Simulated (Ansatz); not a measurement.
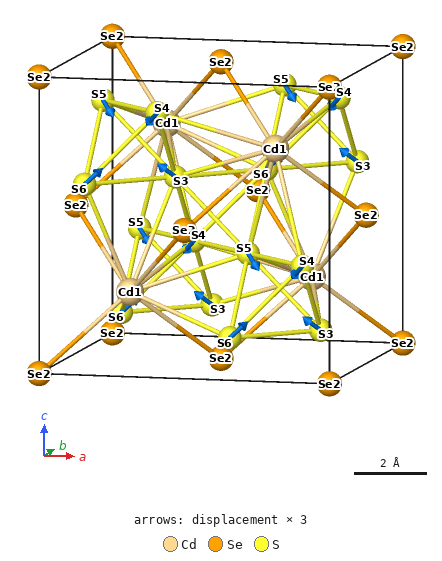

This is a relaxation of a crystal of CdSeS$_{4}$ (a generated structure, set up in F-43m) (coarse preliminary run). The starting structure is drawn; blue arrows show the displacements (the part carried along by the change of the cell is left out), magnified 3 times.

Style: ball-and-stick. Shown: the conventional cell (4 times the calculation's cell), slightly off an axis. Lengths and directions refer to the drawn axes.

All numbers below come from Ansatz 0.2.0, DFT PBE, scalar-relativistic, plane waves, PAW. Settings: plane-wave cutoff 420 eV; k-point mesh 4 × 4 × 4; occupations gaussian; smearing width 0.1 eV; no spin polarisation; cell and atoms relaxed; force threshold 0.04 eV/Å; at most 70 steps.

### Which element moves most?

Sulfur: up to 0.25 Å, against 0.00 Å for selenium.

### Describe the change and its energy.

Over 8 accepted moves (9 points after the start) the energy falls by 231 meV per atom. Largest force component: 0.039 eV/Å at the start, 0.0087 eV/Å at the end. Pressure: −8.80 GPa at the start and 0.13 GPa at the end. At 1 point the geometry stayed and the basis and grid were re-selected for the new cell (energy shift of 0.4 meV per atom at most each time). The largest moves relative to the cell, 0.25 Å, are those of S3, S4, S5 and S6. S3 goes along [−1 −1 1]. Se and Cd stay in place. The volume changes by −17.0 %, with a = b = c 8.367 → 7.863 Å (−6.0 %). Among the contacts that change: S3–S4 2.958 → 2.379 Å, S3–S4 (another image) 2.959 → 3.181 Å, Cd1–Se2 3.623 → 3.405 Å, Cd1–S3 3.469 → 3.312 Å. The space group stays F-43m (No. 216). The run took 36 s on 1 thread of Arm Neoverse V2, with other jobs on the host, peak memory 0.37 GiB.
